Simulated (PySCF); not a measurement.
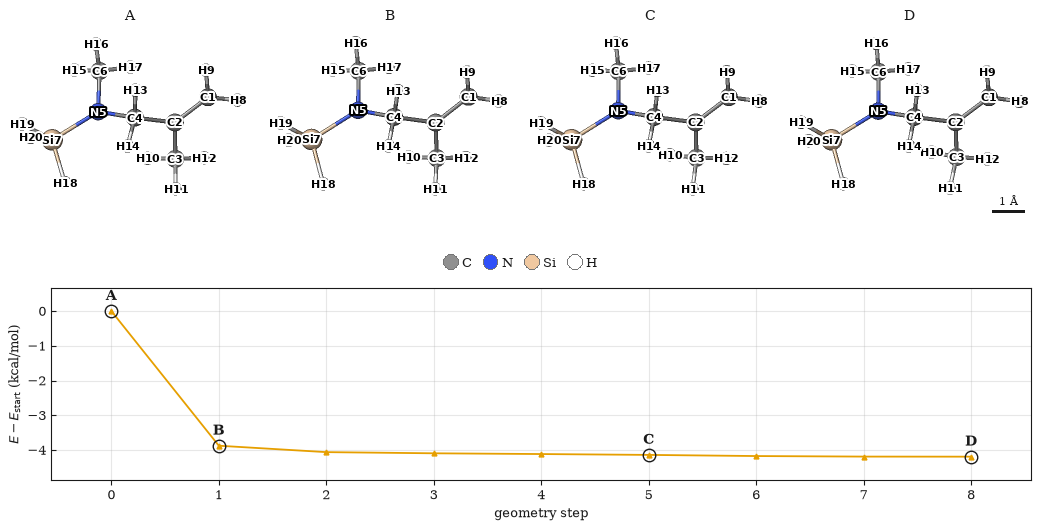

Frames of a relaxation of C₅H₁₃NSi, marked on the history of the run. Style: ball-and-stick. Shown face on.

The start comes from GFN2-xTB. Its atoms were then displaced at random by about 0.01 Å.

Computed with PySCF, PBE0-D3(BJ)/def2-SVP geometry optimisation, gas phase. 

Describe the path.

The largest move after the best rigid fit is that of H10, 0.30 Å. Largest moves by element: H 0.30 Å, C 0.08 Å, Si 0.06 Å, N 0.03 Å. Near-neighbour distances that change, for instance: Si7–H18 1.449 → 1.494 Å, C3–H10 1.064 → 1.102 Å, C2–C4 1.474 → 1.512 Å, C4–N5 1.480 → 1.448 Å. Bond angles that change, for instance: N5–C4–H13 107.2° → 111.5°, C2–C4–H13 112.7° → 109.1°, C2–C4–H14 111.6° → 108.2°. Over 8 geometry steps the energy falls by 4.19 kcal/mol. The run took 110 s on 1 thread of Arm Neoverse V1, on a shared host. From step 0 to 1: H9 moves most (0.12 Å), energy −3.88 kcal/mol. From step 1 to 5: H10 moves most (0.09 Å), energy −0.26 kcal/mol. From step 5 to 8: H10 moves most (0.12 Å), energy −0.05 kcal/mol.

```tsv
step	E − E(0), kcal/mol
0	0.00
1	-3.88
2	-4.06
3	-4.09
4	-4.12
5	-4.14
6	-4.17
7	-4.19
8	-4.19
```
